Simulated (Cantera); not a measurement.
Feed: 1 mol Si2H6, 0.29 mol O2, 0.25 mol H2, at 1000 Pa.

Cantera equilibrium calculation (NASA polynomials, part measured and part estimated; ideal gas, pure solids and liquids). Candidate condensed phases: H2O, Si, SiO2; 18 gas species. The feed counts by its element totals alone. Mutual solubility and eutectic melting of coexisting phases are not modelled. The tables hold silica as quartz up to 1696 K and as liquid above; real silica turns to tridymite and cristobalite and melts near 1996 K. Gases not in the tables: Si2H6 and higher silanes. Equilibrium is a limit: real reactors are often held back by kinetics, nucleation or transport.

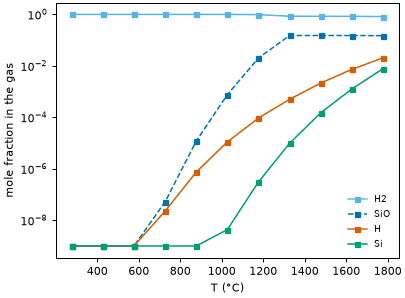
*Equilibrium gas composition (values under 1e-9 drawn at 1e-9)*

From 277 °C to 427 °C the condensed part is Si(s) + SiO2(α-quartz). From 577 °C to 1177 °C the condensed part is Si(s) + SiO2(β-quartz). At 1327 °C the condensed part is Si(s). From 1477 °C to 1777 °C the condensed part is Si(l).
